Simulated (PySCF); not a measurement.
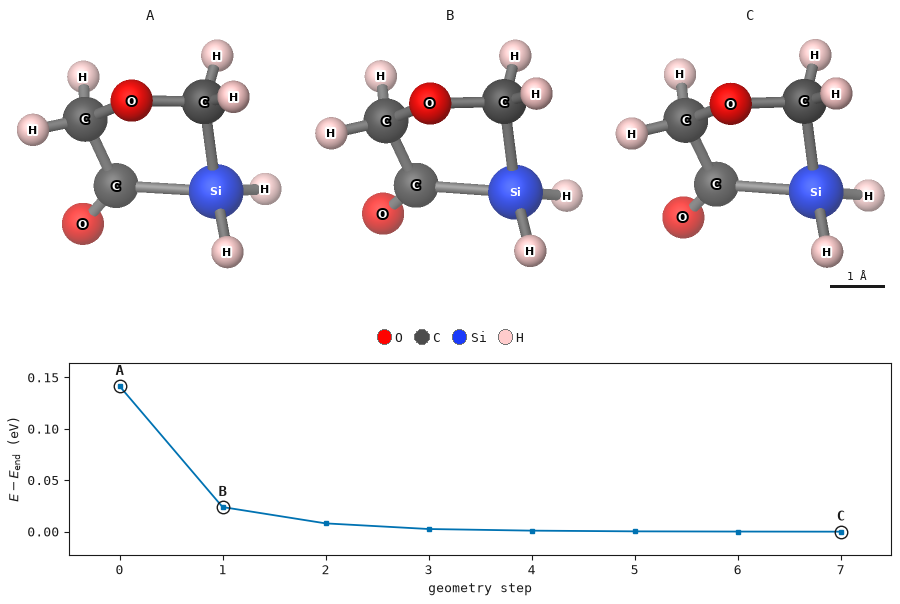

Frames of a relaxation of C3H6O2Si, marked on the history of the run. A ball-and-stick model, seen at a tilt.

The start comes from GFN2-xTB. Its atoms were then displaced at random by about 0.01 Å.

The calculation used PBE0-D3(BJ)/def2-SVP geometry optimisation, gas phase (PySCF 2.14.0, density-fitted response routines). 

**What happens along the run?**

The atom that moves furthest after the best rigid fit is an O atom (0.15 Å). Largest moves by element: O 0.15 Å, H 0.14 Å, C 0.05 Å, Si 0.02 Å. Some distances before and after: C–H 1.063 → 1.101 Å, H–Si 1.460 → 1.490 Å, C–H 1.080 → 1.110 Å, C–O 1.393 → 1.422 Å. Bond angles that change, for instance: H–Si–H 115.0° → 111.5°, C–Si–H 114.3° → 117.7°, H–C–H 111.2° → 107.9°. Over 7 geometry steps the energy falls by 0.142 eV. From step 0 to 1: an O atom moves most (0.23 Å), energy −0.118 eV. From step 1 to 7: an O atom moves most (0.08 Å), energy −0.024 eV.

```csv
step,"E − E(0), eV"
0,0.0000
1,-0.1177
2,-0.1336
3,-0.1391
4,-0.1407
5,-0.1414
6,-0.1416
7,-0.1417
```
